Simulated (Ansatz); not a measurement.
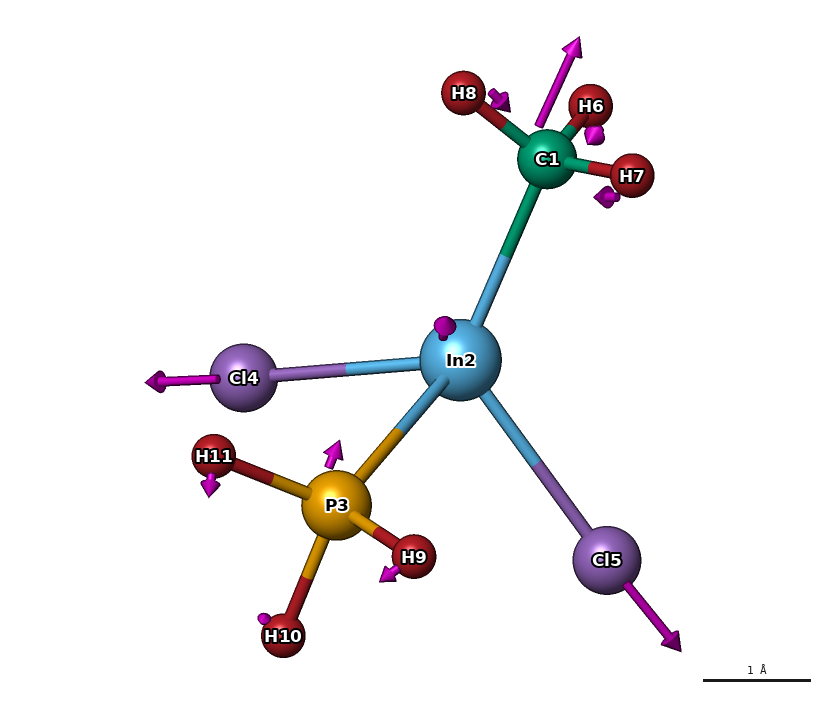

Arrows show the forces on the atoms, 10 Å of arrow for 1 eV/Å; forces under a tenth of the largest aren't drawn. Level of theory: r2SCAN-D4/def2-TZVPP (Ansatz 0.2.0).

On which atom is the force largest, and how large is it?

On C1: 0.10 eV/Å.

List the force components in the frame of the picture (x right, y up, z towards the viewer), in eV/Å.

| atom | Fx | Fy | Fz |
| --- | --- | --- | --- |
| C1 | 0.04 | 0.08 | 0.02 |
| In2 | 0.00 | 0.02 | 0.03 |
| P3 | 0.01 | 0.03 | 0.00 |
| Cl4 | −0.07 | 0.00 | −0.05 |
| Cl5 | 0.05 | −0.06 | −0.02 |
| H6 | −0.01 | −0.01 | 0.02 |
| H7 | −0.02 | 0.00 | −0.02 |
| H8 | 0.02 | −0.02 | −0.01 |
| H9 | −0.02 | −0.01 | 0.01 |
| H10 | 0.00 | 0.01 | 0.01 |
| H11 | 0.00 | −0.02 | 0.01 |
